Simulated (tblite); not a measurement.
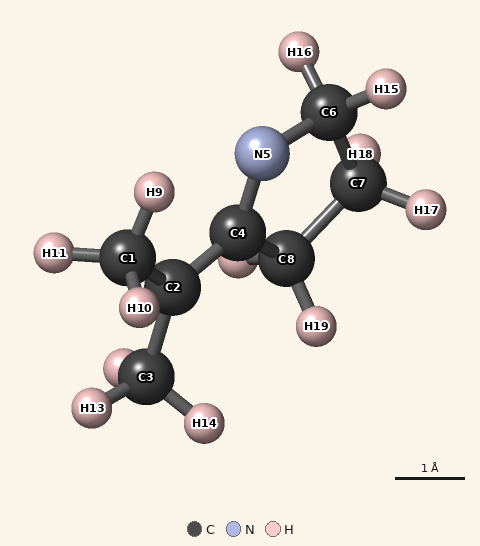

The structure (ball-and-stick view, seen at a tilt; atoms are numbered from 1 in the order of the input).

# Frequency calculation of C$_{7}$H$_{12}$N

- system: C$_{7}$H$_{12}$N, multiplicity 2
- method: GFN2-xTB harmonic vibrations, gas phase (tblite 0.8.0)

It belongs to a series of runs on one base structure; here: H added to sp2 C.

**Output**
```
mode    cm-1     km/mol
  1      56.3      0.07
  2      86.3      0.55
  3     119.3      1.46
  4     128.8      4.73
  5     173.9      6.78
  6     189.9      1.17
  7     327.6      1.21
  8     335.2      0.48
  9     458.4      2.50
 10     504.8      6.53
 11     572.2      0.61
 12     696.1      3.86
 13     806.2      5.24
 14     852.8      1.26
 15     897.4      2.21
 16     945.8      0.09
 17     961.6      5.66
 18     971.0      2.21
 19     988.3     10.37
 20    1024.9      1.98
 21    1038.0      8.86
 22    1060.4     16.49
 23    1085.1     25.79
 24    1115.9      6.82
 25    1126.4     47.35
 26    1171.9      1.38
 27    1198.2      6.98
 28    1255.2     12.80
 29    1272.7      2.05
 30    1279.3     26.58
 31    1296.4      2.63
 32    1378.5     24.76
 33    1396.2      9.31
 34    1424.1     14.42
 35    1445.1     36.17
 36    1458.7      9.69
 37    1464.6      0.35
 38    1469.7      3.76
 39    1472.5      3.98
 40    1483.5      5.82
 41    1496.4      3.29
 42    1506.2      9.58
 43    2882.6     33.80
 44    2938.1     50.07
 45    2956.5     26.27
 46    2958.7      2.02
 47    2961.2     37.28
 48    2982.2     26.22
 49    2985.0      4.36
 50    2989.1     46.27
 51    2996.7     67.07
 52    3014.1     48.00
 53    3045.7     24.64
 54    3071.7      7.62
```

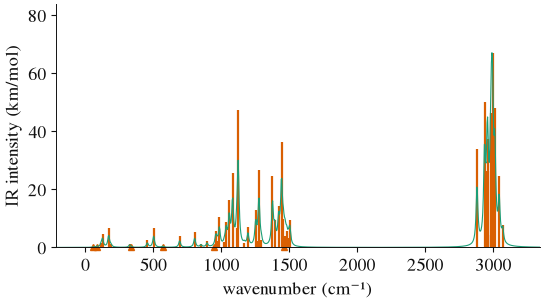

Harmonic infrared spectrum, unscaled: sticks (degenerate modes added up, dark ones marked on the axis) with a Lorentzian envelope of 16 cm⁻¹ full width, scaled to the tallest stick. 54 modes from 56 to 3072 cm⁻¹, none imaginary. The strongest line is at 2997 cm⁻¹ (67 km/mol).

This output came from the following input.

**Input**
```
{"job": {"kind": "ir", "xc": "GFN2-xTB", "basis": "xTB"}, "charge": 0, "multiplicity": 2}
C     -1.956329     1.245044    -0.969876
C     -1.280374     0.179102    -0.185010
C     -2.123184    -0.824391     0.524327
C      0.104830     0.125511    -0.113404
N      0.879405     0.981420    -0.730581
C      2.251983     0.669558    -0.494172
C      2.312347    -0.444848     0.577801
C      0.863367    -0.934458     0.667487
H     -1.212843     1.897151    -1.417283
H     -2.617451     1.830759    -0.328079
H     -2.574885     0.805894    -1.755171
H     -1.855534    -1.839739     0.226968
H     -3.176704    -0.663979     0.310160
H     -1.976180    -0.762651     1.604992
H      2.778812     1.579634    -0.189997
H      2.698621     0.347340    -1.443713
H      2.638734    -0.028203     1.530750
H      3.003899    -1.236376     0.295575
H      0.506789    -1.007655     1.694980
H      0.729548    -1.908433     0.191209
```

The first line tells a small driver script what to run in tblite; the rest is the geometry in Å.

Launched with:
```bash
OMP_NUM_THREADS=1 python <driver script> task.json out
```

**Results in brief**

| quantity | value |
| --- | --- |
| outcome | converged |
| total energy | −652.6115 eV |
| zero-point energy | 108.3240 kcal/mol |
| hardware | 1 CPU thread, shared host |
| wall time | 0.54 s |
| peak memory | 0.18 GiB |
